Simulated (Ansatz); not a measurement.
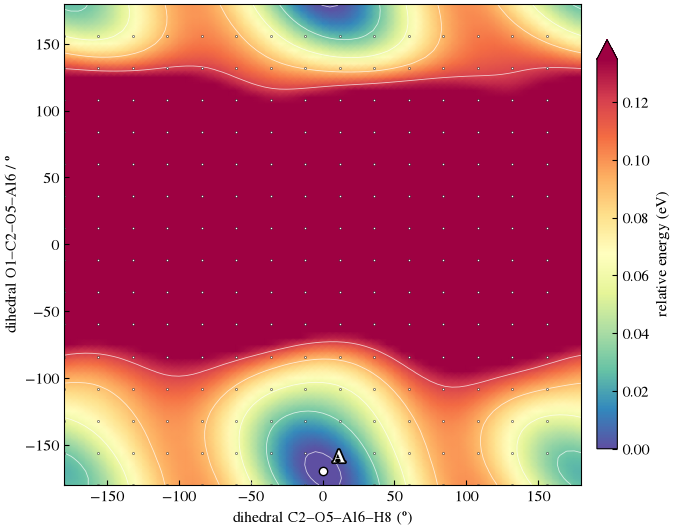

CH₃AlF₂O₂, SMILES OC(F)(F)[O][AlH2]. The first coordinate is: dihedral C2–O5–Al6–H8; the second: dihedral O1–C2–O5–Al6. Nothing is relaxed (all other coordinates rigid). The grid has 15 × 15 points. All energies are given in eV relative to the lowest grid point. Level of theory: RHF/def2-SVP in Ansatz 0.2.0.

Drawn: a smooth colour map with a few white contour lines, dots at the grid points, one colour for all values above the top of the scale, the well A. Between grid points the surface is interpolated.

Question: Estimate the position of the minimum and the force constants in these coordinates. Take the well at A.

Answer: The interpolated minimum is at dihedral C2–O5–Al6–H8 ≈ 0°, dihedral O1–C2–O5–Al6 ≈ −169°. The curvatures there are about 0.19 eV/rad² and 0.17 eV/rad², with a cross term of about 0.073 eV/rad². Round the minimum the valley is somewhat tilted: raising dihedral C2–O5–Al6–H8 shifts the best value of dihedral O1–C2–O5–Al6 downwards (coupling k₁₂/√(k₁₁k₂₂) about 0.4).
